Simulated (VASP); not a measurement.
Band structure of NiAl (CsCl type). Calculation: PBEsol GGA with spin-orbit coupling, VASP's PBE PAW potentials (set 64) (plane waves; VASP).

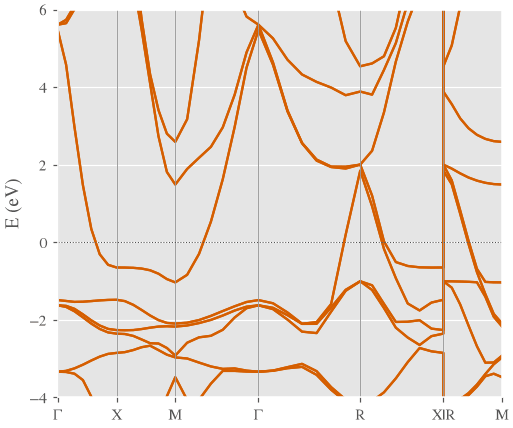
Fig. 1. Bands along high-symmetry lines, zero at the valence-band maximum or, without a gap, the Fermi level

Problem. Read the plot: is there a gap, and where are the band edges?

Solution. It has no gap at this level: it comes out as a metal or semimetal.

The compound is NiAl in the CsCl type structure. It was relaxed first.
